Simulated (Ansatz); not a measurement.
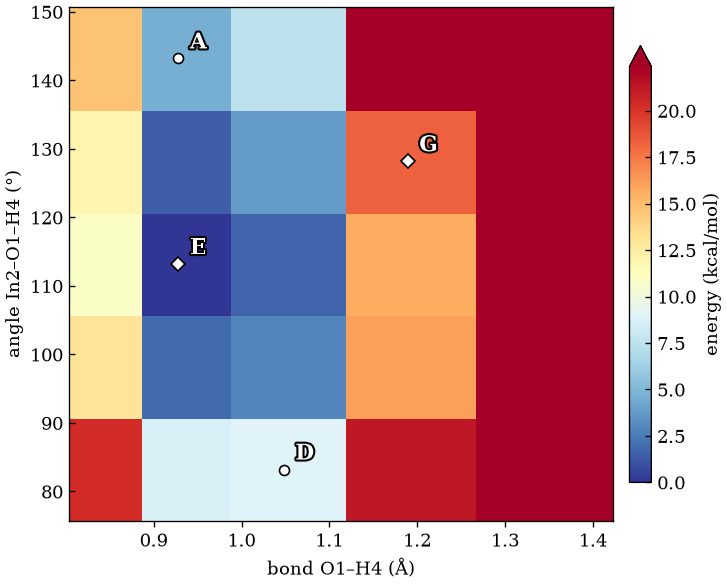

BrH2InO, SMILES [OH][InH][Br]. 
- Two internal coordinates are moved rigidly from the geometry relaxed at PBE0-D4/def2-TZVP, all others fixed.
- Coordinates scanned: (1) bond O1–H4; (2) angle In2–O1–H4.
- The scan uses a 5 × 5 grid.
- All energies are given in kcal/mol relative to the lowest grid point.
- Level of theory: RKS PBE-D4/def2-TZVPP (Ansatz 0.2.0).

The picture shows one coloured cell a grid point, one colour for all values above the top of the scale, lettered points.

Q: Rank the lettered points by energy, lowest first.

A: E (0.0 kcal/mol), A (4.6 kcal/mol), D (9.0 kcal/mol), G (18.4 kcal/mol).

Q: What kind of point is each of E, G: minimum, saddle, maximum or slope?

A: E: minimum; G: on a slope. (In these two coordinates alone; a stationary point may lie a little off the grid point.)
